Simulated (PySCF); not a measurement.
**C$_{10}$H$_{17}$PSi (PhP(H)CH2SiMe3 (3)): density, localisation and related maps**

Input

```
{"job": {"kind": "uv", "xc": "PBE0", "basis": "def2-SVPD", "ip": false}, "charge": 0, "multiplicity": 1}
C     -3.231435     1.751386     0.663699
Si    -2.415384     0.090326     0.319708
C     -2.932687    -1.167284     1.617984
C     -2.912141    -0.516253    -1.391948
C     -0.534027     0.319691     0.388997
P      0.420630    -1.228912     0.015244
C      2.131300    -0.564737    -0.105764
C      2.952101    -0.637317     1.027593
C      4.249756    -0.129614     1.001748
C      4.752829     0.441714    -0.166075
C      3.950653     0.507949    -1.305100
C      2.648538     0.012776    -1.273329
H     -2.939796     2.502264    -0.087596
H     -4.329269     1.660184     0.640152
H     -2.946998     2.136920     1.655638
H     -2.423307    -2.130309     1.456259
H     -2.676451    -0.819067     2.631304
H     -4.019520    -1.344821     1.586486
H     -2.502349    -1.517733    -1.598230
H     -2.550593     0.165789    -2.178347
H     -4.008427    -0.580543    -1.480547
H     -0.225020     1.149256    -0.269301
H     -0.270789     0.611464     1.420901
H      0.162615    -1.267756    -1.389008
H      2.568964    -1.103899     1.940025
H      4.875357    -0.189863     1.895948
H      5.773191     0.831964    -0.190824
H      4.341040     0.950714    -2.224890
H      2.023514     0.076341    -2.168422
```

Command:

```sh
OMP_NUM_THREADS=1 python probes_run.py task.json out
```

Geometry: PBE0-D3(BJ)/def2-SVP.

Theory: PySCF 2.14.0, PBE0/def2-SVPD, SCF density, gas phase.

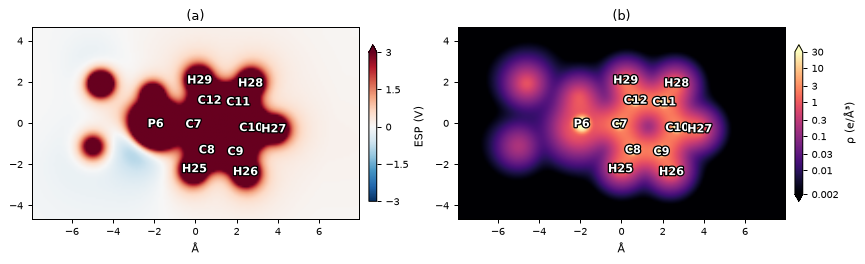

Figure 1. (a) electrostatic potential; (b) total electron density on the plane of atoms C10, C11 and H28.

### What do the fields say about this system?

The plane passes through P, C and H nuclei.
C–C (1.39 Å): ρ at the midpoint is about 2.1 e/Å³.
C–P (1.84 Å): ρ is about 1.1 e/Å³ halfway.
C–H (1.09 Å): ρ is about 2 e/Å³ halfway.
Outside the dense part of the molecule the potential is most negative (−0.8 V) near P6.

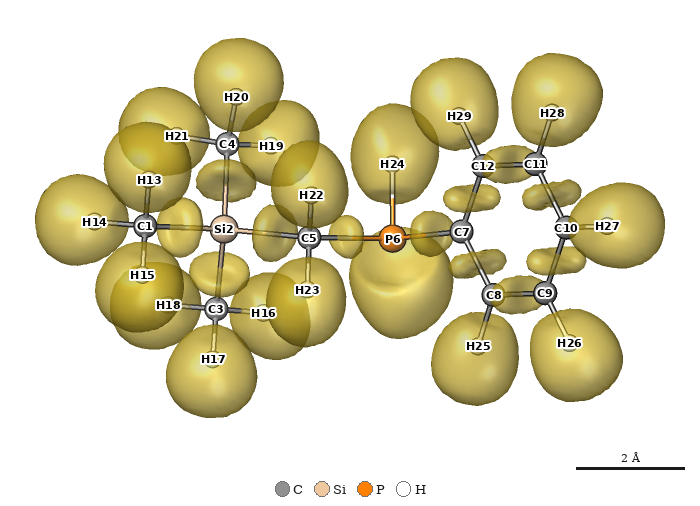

Figure 2. Isosurface of the electron localisation function at 0.85 (yellow), seen at a tilt. Core shells and regions of very low density are left out.

### Identify the bonds, lone pairs and shells in this picture.

The surface consists of six regions between bonded C–C atoms (shared pairs), two regions between bonded C–P atoms (shared pairs), four regions between bonded C–Si atoms (shared pairs), 17 regions around hydrogen nuclei and one lobe on P, pointing away from the bonds (lone pairs). Along the contacts the grid gives the following. C–C (1.39 Å): the ELF peaks at about 0.95 between the atoms (a covalent bond). C–P (1.84 Å): the ELF peaks at about 0.95 between the atoms (localised, covalent bonding).

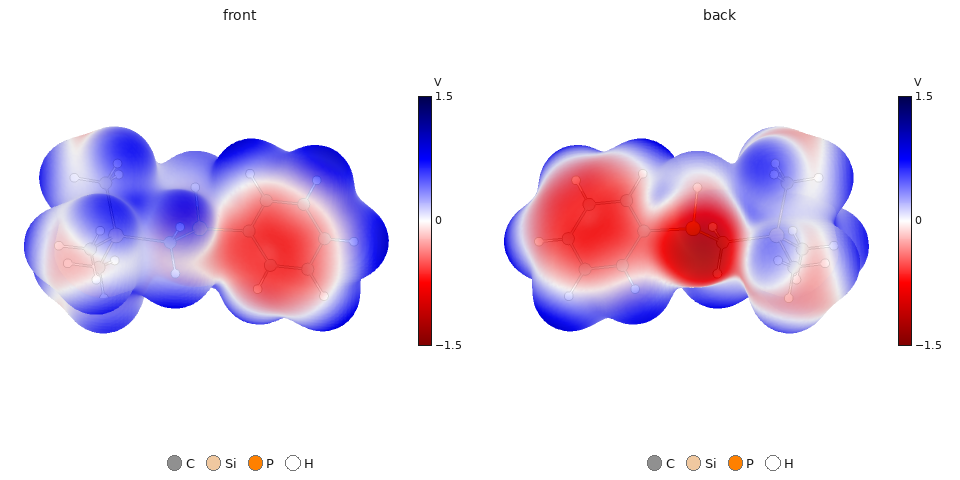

Figure 3. The electrostatic potential painted on the density surface at 0.002 e/bohr³, seen from the front and from behind; the colour scale runs from red (negative) to blue (positive).

### Which sites attract a positive test charge, and which a negative one?

A positive charge is drawn to the negative regions and a negative charge to the positive ones. The most negative region (about −1.1 V) lies over P6, the most positive (about +0.9 V) over H26, H27, H28 and H29.

### How polar is the molecule by this calculation?

Its dipole moment is 1.36 D.
